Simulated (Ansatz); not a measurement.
# UBHLYP/STO-3G run of [S3]−

Aim: the energy change on altering one bond length of [S3]− at UBHLYP/STO-3G, from 2 runs. 

The results are computed with Ansatz 0.2.0.

25 further runs of the same task are left out: 24 that didn't finish, 1 set aside as unsound or not needed.

**1. The structure to begin with**

The species is [S3]− (3 atoms), meant as a doublet with charge -1. Geometry: relaxed at GFN2-xTB.

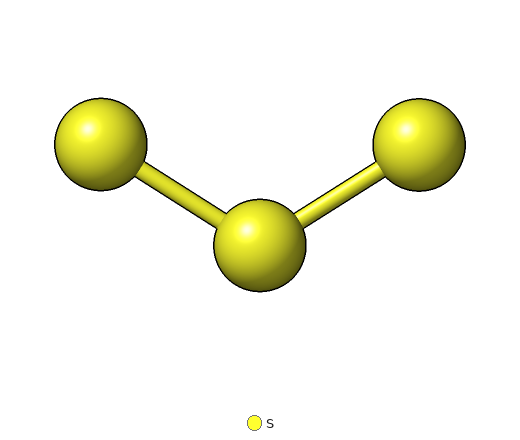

Viewed from a chosen angle; sulfur yellow.

**2. A single-point energy at UBHLYP/STO-3G**

in.yaml reads:

```yaml
crystal:
  periodic: [false, false, false]
  atoms:
    - {symbol: S, position_ang: [-1.117260, 0.295410, 1.265730]}
    - {symbol: S, position_ang: [0.397110, 0.584890, 0.015760]}
    - {symbol: S, position_ang: [0.720140, -0.880310, -1.281490]}
basis:
  gaussian: {orbitals: STO-3G}
total_charge: -1
magnetization: {spin_polarized: true, initial_magnetization: 1}
hamiltonian: {xc: {name: BHLYP}}
accuracy: high
```

On the command line:

```console
$ ansatz run in.yaml --threads 1 --pin off --max-ram 2610MiB --events-out events.jsonl --progress --plain --runs-dir runs
```

The program printed:

```text
Warning: RAYON_NUM_THREADS=1 ignored (pool sized by the plan → 1); use --threads N
Functional definition: BHLYP
  name "BHLYP"
  parameter a = 0.5
  exchange = (1 - a)*b88_x + a*exact_x
  correlation = lyp_c
482 factors; integrals over basis functions are off by at most 8.6e-9 eV
mean field evaluation 1: about -32138.9535 eV, gradient 1.8e1 eV
mean field evaluation 2: about -32140.2636 eV, gradient 1.4e1 eV
mean field evaluation 4: about -32142.0032 eV, gradient 1.4e-1 eV
mean field evaluation 8: about -32142.0398 eV, gradient 6.2e-3 eV
mean field evaluation 16: about -32142.0398 eV, gradient 5.1e-6 eV
mean field -32142.03978480 eV, -1181.1981754344 hartree, gradient 7.5e-8 eV, S^2 0.750304; 2 other end points of the search recorded, 0 dependent functions left out
reference -32142.03980287 eV, -1181.1981760982 hartree; 25, 24 occupied and 2, 3 virtual orbitals, 482 factors
Total energy: -32142.03980287 eV, -1181.1981760982 hartree
```

Wall time 2.4 s (1 thread of Arm Neoverse V1, shared host); peak memory 0.15 GiB.

**3. The distorted shape**

input.yaml reads:

```yaml
crystal:
  periodic: [false, false, false]
  atoms:
    - {symbol: S, position_ang: [-1.198018, 0.661714, 1.590046]}
    - {symbol: S, position_ang: [0.316352, 0.951194, 0.340076]}
    - {symbol: S, position_ang: [0.720140, -0.880310, -1.281490]}
basis:
  gaussian:
    orbitals: STO-3G
total_charge: -1
magnetization:
  spin_polarized: true
  initial_magnetization: 1
hamiltonian:
  xc: {name: BHLYP}
accuracy: high
```

On the command line:

```console
$ ansatz run input.yaml --threads 1 --pin off --max-ram 2610MiB --events-out events.jsonl --progress --plain --runs-dir runs
```

The program printed:

```text
Warning: RAYON_NUM_THREADS=1 ignored (pool sized by the plan → 1); use --threads N
Functional definition: BHLYP
  name "BHLYP"
  parameter a = 0.5
  exchange = (1 - a)*b88_x + a*exact_x
  correlation = lyp_c
471 factors; integrals over basis functions are off by at most 7.2e-9 eV
mean field evaluation 1: about -32135.0217 eV, gradient 2.1e1 eV
mean field evaluation 2: about -32120.9448 eV, gradient 4.1e1 eV
mean field evaluation 4: about -32140.2147 eV, gradient 5.6e0 eV
mean field evaluation 8: about -32140.7765 eV, gradient 5.7e-1 eV
mean field evaluation 16: about -32140.8064 eV, gradient 6.8e-3 eV
mean field evaluation 32: about -32140.8064 eV, gradient 4.1e-7 eV
mean field evaluation 64: about -32140.8064 eV, gradient 2.5e-8 eV
mean field -32140.80693177 eV, -1181.1528689213 hartree, gradient 1.9e-8 eV, S^2 0.787773; 8 other end points of the search recorded, 0 dependent functions left out
reference -32140.80695045 eV, -1181.1528696077 hartree; 25, 24 occupied and 2, 3 virtual orbitals, 471 factors
Total energy: -32140.80695045 eV, -1181.1528696077 hartree
```

Run time: 8.1 s. Hardware: 1 thread of Arm Neoverse V1, shared host; peak memory 0.15 GiB.

**4. Summary of results**

Level: UBHLYP/STO-3G.

| quantity | value |
| --- | --- |
| first shape: total energy | -1181.19818 Eh |
| first shape: ⟨S²⟩ | 0.750 |
| distorted shape: total energy | -1181.15287 Eh |
| distorted shape: ⟨S²⟩ | 0.788 |
| energy change with the S2–S3 bond stretched from 1.983 to 2.479 Å | 1.233 eV |

With the S2–S3 bond stretched from 1.983 to 2.479 Å the energy rises by 1.23 eV (119 kJ/mol). The first shape isn't relaxed at this level, so the change isn't measured from a minimum. The minimal basis adds a large error of its own.
